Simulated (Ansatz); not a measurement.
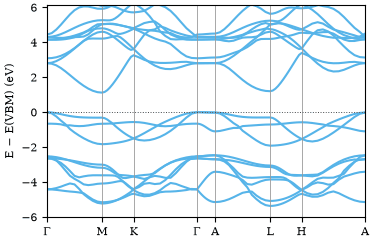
*Band structure from r²SCAN+D4 (plane waves, PAW; program Ansatz)*

Read off the gap and where the band edges lie.

About 1.1 eV (1.12 eV by a search for the band edges); maximum at Γ, minimum at M.

Which of these materials gives this?
A. MnBr2, CdI2 type
B. Sc2CCl2, P-3m1 (Sc on 2d, C on 1b, Cl on 2d)
C. C8H, P3m1 (Pearson symbol hP9)
D. CdH2O2, P-3m1 (Cd on 1a, H on 2d, O on 2d)

B, Sc2CCl2, P-3m1 (Sc on 2d, C on 1b, Cl on 2d)

The workflow started from a Materials Project entry (that database holds measured and hypothetical structures alike); the Crystallography Open Database copy checked does not list it. Its standing as an ambient phase is unchecked. Symmetry was held in the r²SCAN+D4 relaxation; its stability against distortions is not shown here. The run is not spin-polarised.

Potentials: the later of the program's two PAW sets.
